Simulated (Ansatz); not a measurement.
# Tc of Si2W (I4/mmm) from its phonons, part 2 of 2

Aim: the phonon-mediated transition temperature of Si2W (I4/mmm) at ambient pressure, over a range of μ*. The cell shown first is a relaxed one, from steps not shown here.

Ansatz 0.2.0; DFT PBE, scalar-relativistic, plane waves, PAW; PAW set soft_1.

So far, log mean phonon energy ħω_log (meV): step 2 (coupling and resistivity: q 3×3×3, k 9×9×9, scattering …) 23.5; step 3 (k-mesh 12×12×12, scattering mesh 20×20×20, q mesh 4×4×4) 23.8.

## Step 4: Electron–phonon run: q 6×6×6, k 18×18×18, scattering 24×24×24

The next rung changes the q mesh, which sets the reach of the force constants and couplings; the k mesh of the density and its response; the scattering mesh, which samples the Fermi surface.

input.yaml

```yaml
crystal:
  lattice:
    - [-1.6144737058, 1.6144737058, 3.9343583914]
    - [1.6144737058, -1.6144737058, 3.9343583914]
    - [1.6144737058, 1.6144737058, -3.9343583914]
  atoms:
    - { symbol: Si, position: [0.3344740828, 0.3344740828, 0.0] }
    - { symbol: Si, position: [0.6655259172, 0.6655259172, 0.0] }
    - { symbol: W, position: [0.0, 0.0, 0.0] }
kpoints:
  mp_grid: { grid: [18, 18, 18] }
hamiltonian:
  xc: pbe
  pseudopotentials: { kind: paw, azcp: { folder: soft_1 } }
scf:
  occupations: { method: methfessel_paxton, width: 0.2 }
output:
  eigenvalues: true
phonons:
  method: dfpt
  qmesh: [6, 6, 6]
  temperatures: { t_max: 1000, t_step: 50 }
  qpath:
    path:
      - [0.0, 0.0, 0.0]
      - [0.0, 0.0, 0.5]
      - [0.25, 0.25, 0.25]
      - [0.0, 0.5, 0.0]
      - [0.0, 0.0, 0.0]
      - [0.5, 0.5, -0.5]
    npoints: 6
  electrical_resistivity:
    mesh: [24, 24, 24]
    temperatures: [20.0, 50.0, 80.0, 100.0, 150.0, 200.0, 273.0, 300.0, 400.0, 500.0, 600.0, 800.0]
  superconductivity: { mesh: [24, 24, 24] }
```

Run with:

```bash
$ ansatz run input.yaml --threads 16 --pin off --max-ram 92160MiB --backend cuda --events-out ev --progress --plain --runs-dir out --max-vram 78GiB
```

Numbers of over 12 decimals in the logs are rounded to 6 here.

Log:

```text
[...]
Crystal: 3 atoms, lattice volume = 41.020 Å³
Basis set: ecut = 420 eV, 793 PW (Γ), exchange–correlation on 64×64×64 points (8 copies of the dense FFT grid, shifted against one another)
Bands: 15, of which v1, the nominal top of the filled ones, is band 11 counted from 1 (10 counted from 0)
Symmetry: 16 space group operations
k-points: 480 of 5832
[...]
SCF iter   1: F=—  HF=-11658.879027 eV  |F-HF|=—  |Δ(HF+E_count)|=         —  Δρ=5.03e-2  dr2=1.11e0  ethr=3.10e-3  ⟨swp⟩=5.3  Hψ=39302  notcnv=0
[...]
SCF iter   2: F=—  HF=-11658.624179 eV  |F-HF|=—  |Δ(HF+E_count)|=   2.55e-1  S|Δr|=    0.00e0  Δρ=2.63e-2  dr2=2.22e-1  ethr=3.10e-3  ⟨swp⟩=2.3  Hψ=13696  notcnv=0
[...]
SCF iter   9: F=-11658.556414 eV  HF=-11658.556414 eV  |F-HF|=5.46e-12  |Δ(HF+E_count)|=  1.09e-11  S|Δr|=    0.00e0  Δρ=3.72e-8  dr2=3.21e-13  ethr=1.00e-12  ⟨swp⟩=5.2  Hψ=34334  notcnv=0
SCF 1 converged in 9 iterations: F = -11658.556414 eV  dr2 = 3.21e-13
[...]
SCF iter   2: F=-11658.556414 eV  HF=-11658.556414 eV  |F-HF|=3.64e-12  |Δ(HF+E_count)|=  2.09e-10  S|Δr|=    0.00e0  Δρ=5.56e-8  dr2=1.31e-12  ethr=1.00e-12  ⟨swp⟩=5.4  Hψ=29631  notcnv=0
SCF 2 converged in 2 iterations: F = -11658.556414 eV  dr2 = 1.31e-12
phonons: the bands overlap, so this run is a metal and interpolates without the dipole-dipole term. If the crystal is really an insulator or semiconductor, its LO-TO splitting is missing
[...]
NSCF: frozen V_eff on 480 k-points, pencils in batches of 32, up to order 60
[...]
SCF 3 converged in 9 iterations: F = -11658.556414 eV  dr2 = 3.12e-13
[...]
SCF converged after 9 iterations
[...]
vibrations of 216 cells: unjudged by the run; compare a larger repeat
[...]
--- Superconductivity: potentials and phonons of a 6×6×6 supercell ---
           mesh         λ    ħω_log (meV)  μ* declared at (meV)
       24×24×24    0.0919          24.326               31.546
       12×12×12    0.0938          24.779               31.704
          6×6×6    0.0963          26.725               32.384
  λ by the species' shares of the modes' patterns: Si 0.0451, W 0.0468
[...]
0.08      0.000         0.000    none_found    none_found    none_found    none_found     none_found
      0.10          -             -    none_found    none_found    none_found    none_found     none_found
      0.12          -             -    none_found    none_found    none_found    none_found     none_found
      0.13          -             -    none_found    none_found    none_found    none_found     none_found
      0.14          -             -    none_found    none_found    none_found    none_found     none_found
      0.16          -             -    none_found    none_found    none_found    none_found     none_found
      0.20          -             -    none_found    none_found    none_found    none_found     none_found
  none_found: no transition down to 0.1 K
[...]
vibrations of 216 cells: unjudged by the run; compare a larger repeat
[...]
```

Run time: 6 min. Hardware: 1 × NVIDIA GB200 with 16 threads of Arm Neoverse V2, shared host; peak memory 18 GiB; 22 min of CPU time.

Numbers from this step:

| Property | Result |
| --- | --- |
| highest frequency, solved or plainly interpolated | 452.4 cm⁻¹ |
| resistivity at 300 K | 12.6 μΩ cm, mean of the axes |
| coupling constant λ | 0.09187 |
| density of states at the Fermi level | 0.1137 states/eV a spin and cell |
| log mean phonon energy ħω_log | 24.33 meV |
| transport coupling constant λ_tr | 0.09077, 0.09077, 0.07831 (xx, yy, zz) |
| Drude plasma energy | 2.603, 2.603, 2.973 eV (xx, yy, zz) |
| resistivity times mean free path | 52.46, 52.46, 40.59 × 10⁻¹⁶ Ω m² (xx, yy, zz) |
| second-moment phonon energy ħω₂ | 31.55 meV |

An empty cell: under 1 mK by a formula, or no transition down to the floor of the Eliashberg search. Transition temperatures:

```
  μ*  McMillan Tc (K)  Allen–Dynes Tc (K)
0.08                -                   -
 0.1                -                   -
0.12                -                   -
0.13                -                   -
0.14                -                   -
0.16                -                   -
 0.2                -                   -
```

The Eliashberg function α²F has structure finer than the step of the table below, so its rows give means over 2.5 meV, whole bins alone (the curve runs from 0.219 to 55.9 meV). Peaks (meV: height): α²F 22.15: 0.051, 30.92: 0.0864, 38.37: 0.0675, 44.51: 0.0603, 52.84: 0.165; α²F tr 22.15: 0.0528, 30.92: 0.0956, 38.37: 0.0757, 45.83: 0.0709, 52.84: 0.11.

Eliashberg function α²F against phonon energy; means over each step:

```
phonon energy (meV)      α²F   α²F tr
                2.5   2.5e-4   2.8e-5
                5.0  0.00131   4.3e-4
                7.5  0.00354  0.00215
               10.0  0.00804  0.00703
               12.5   0.0154   0.0145
               15.0   0.0250   0.0222
               17.5   0.0300   0.0268
               20.0   0.0334   0.0276
               22.5   0.0389   0.0380
               25.0  0.00271  0.00197
               27.5        0        0
               30.0   0.0257   0.0278
               32.5   0.0378   0.0424
               35.0   0.0101   0.0142
               37.5   0.0345   0.0421
               40.0   0.0447   0.0447
               42.5   0.0370   0.0306
               45.0   0.0549   0.0611
               47.5   0.0183   0.0305
               50.0  0.00501  0.00616
               52.5   0.0809   0.0608
```

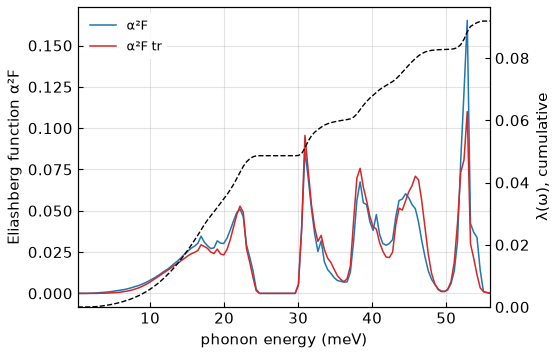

Eliashberg function α²F against phonon energy. The dashed line is the running λ.

The Eliashberg function α²F has structure finer than the step of the table below, so its rows give means over 2.5 meV, whole bins alone (the curve runs from 0.219 to 55.9 meV). Peaks (meV: height): α²F 22.15: 0.051, 30.92: 0.0864, 38.37: 0.0675, 44.51: 0.0603, 52.84: 0.165; Si 30.92: 0.0756, 38.37: 0.0647, 44.51: 0.0531, 52.84: 0.163; W 16.88: 0.0321, 22.15: 0.0489, 30.92: 0.0109, 44.51: 0.0072.

Table of Eliashberg function α²F by phonon energy; means over each step:

```
phonon energy (meV)      α²F       Si        W
                2.5   2.5e-4   4.5e-5   1.9e-4
                5.0  0.00131   2.8e-4  0.00101
                7.5  0.00354   7.6e-4  0.00281
               10.0  0.00804  0.00152  0.00657
               12.5   0.0154  0.00243   0.0129
               15.0   0.0250  0.00285   0.0221
               17.5   0.0300  0.00221   0.0278
               20.0   0.0334  0.00192   0.0315
               22.5   0.0389  0.00143   0.0375
               25.0  0.00271   3.6e-5  0.00267
               27.5        0        0        0
               30.0   0.0257   0.0230  0.00272
               32.5   0.0378   0.0329  0.00493
               35.0   0.0101  0.00868  0.00139
               37.5   0.0345   0.0330  0.00143
               40.0   0.0447   0.0431  0.00163
               42.5   0.0370   0.0335  0.00352
               45.0   0.0549   0.0486  0.00635
               47.5   0.0183   0.0168  0.00146
               50.0  0.00501  0.00491   7.5e-5
               52.5   0.0809   0.0797  0.00118
```

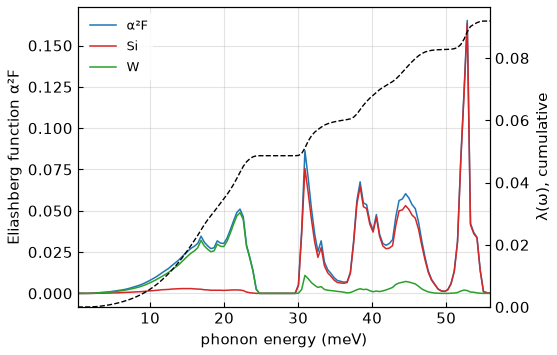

Eliashberg function α²F against phonon energy. The dashed line is the running λ.

## Step 5: Outcome

| Property | Result |
| --- | --- |
| meshes | q 6×6×6, k 18×18×18, scattering 24×24×24 |
| coupling constant λ | 0.0919 |
| log mean phonon energy ħω_log | 24.3 meV |

**Reading.** In the last run (PBE, q 6×6×6, k 18×18×18, scattering 24×24×24), with λ = 0.092 and ħω_log = 24.3 meV, Tc at μ* = 0.13 is under 1 mK by the formulas. In that run Allen and Dynes's formula gives no transition above 0.05 K at μ* = 0.10 or more. By the run's own test λ is not converged in the fine mesh: it moves by 2 % between the two finest, and by up to 4 % in the other runs. The run's transport test calls it not converged in the mesh; ρ(300 K) moves by 9 % in the component that moves most. Over the runs, λ takes the values 0.0839, 0.0889 and 0.0919, in the order shown. No spin–orbit coupling, which matters for W. μ* is a typed number, phonons are harmonic, and spin fluctuations are left out; with λ this near or under μ*(1 + 0.62 λ), the formulas give Tc only to its order of magnitude, or none.

[Logs are printed without paths, hosts, clocks, repeated set-up lines and the standing remarks that a program may print on its own settings, such as how far it seeks lower states.]

[Hosts, paths, dates, database ids (printed as entryN), source tags and the programs' standing remarks are cut or masked in the printed files.]
